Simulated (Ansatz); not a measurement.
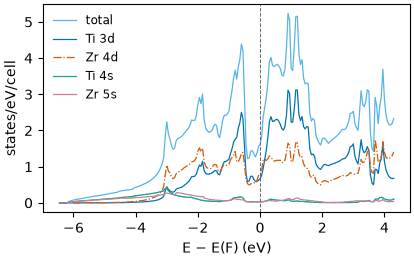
Figure: Total and projected density of states of ZrTi in space group P-6m2 (No. 187; Zr on 1a, Ti on 1d), r²SCAN (plane waves, PAW; program Ansatz)

Which orbitals carry the states next to the Fermi level?

Within 0.5 eV of the Fermi level: Ti 3d 52 %, Zr 4d 38 %, outside the projected shells 5 %. Projections are on Löwdin-orthogonalised atomic valence shells; empty p or d shells of many metals are not among them.

Where is the tallest occupied peak in this window, and what makes it?

Near -0.6 eV, about 4.4 states/eV per cell; the largest projected share is Ti 3d.

The first step of the workflow began from a Materials Project structure, measured or hypothetical; the Crystallography Open Database copy checked does not list it. With Zr and Ti taken as one species the cell has the higher symmetry P6_3/mmc, so it may be an ordered model of a mixed-site phase. Whether it is the stable phase at ambient conditions was not checked. Symmetry was held in the r²SCAN relaxation; its stability against distortions is not shown here. No spin polarisation was allowed. Spin–orbit coupling is left out wherever it is not named.

Potentials: the later of the program's two PAW sets.
